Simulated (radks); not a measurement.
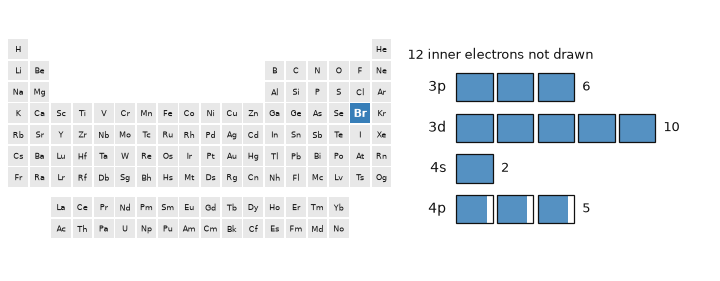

**Figure 1.** Left, the place of bromine in the periodic table; right, the outer shells as the input fills them: a box for each of the 2l + 1 orbitals, shaded by the share of the shell that is filled, with the electron count at the right.

Atomic calculation for Br

System: a free Br atom in the configuration [Ar] 3d10 4s2 4p5 (4p1/2: 2, 4p3/2: 3).
Method: Dirac Kohn-Sham, LDA (Slater exchange, Perdew-Wang correlation), spin-unpolarised, spherical densities, finite nucleus (the in-house radial solver radks).

## The input
```
Z 35
configuration [Ar] 3d10 4s2 4p5
relativity Dirac
functional lda,pw
spin unpolarised
j_filling energy
nucleus finite rms 4.1629 fm
c 137.035999084
history 20
max_iterations 98
```

Energies in input and log are in hartree, lengths in bohr (the nuclear radius in fm).

Launched within a batch (the task file carries these settings):
```bash
python <driver script> task.json out
```

## Output
```
1s1/2   1   2.0000        -488.43442617
2s1/2   1   2.0000         -63.56276792
2p1/2   1   2.0000         -57.29419048
2p3/2   1   4.0000         -55.55193269
3s1/2   1   2.0000          -8.71093117
3p1/2   1   2.0000          -6.53088669
3p3/2   1   4.0000          -6.27937152
3d3/2   1   4.0000          -2.48291516
3d5/2   1   6.0000          -2.44296974
4s1/2   1   2.0000          -0.74532458
4p1/2   1   2.0000          -0.30583426
4p3/2   1   3.0000          -0.28712071
Etot -2603.279337778327
Ekin 2668.5089390054263
Encl -6291.139701545605
Eh 1108.201118493032
Exc -88.84969373118014
err 6.619639644840626e-09
it 16
```

## Outcome

| quantity | value |
| --- | --- |
| outcome | converged |
| total energy | −2603.2793 hartree |
| kinetic energy | 2668.5089 hartree |
| electron–nucleus energy | −6291.1397 hartree |
| Hartree energy | 1108.2011 hartree |
| exchange–correlation energy | −88.849694 hartree |
| radius at density 0.001 e/bohr³ | 4.16 bohr |
| SCF iterations | 16 |
| hardware | 1 thread of Arm Neoverse V2, 23 GiB of memory available, shared host |

## What is odd here

A numerical setting was moved from its usual value: mixing history nhist = 20. The program ran to the end, and its total energy equals that of the same run with the usual input (−2603.27934 hartree) within 10⁻⁵ hartree, so the oddity leaves no trace in it.
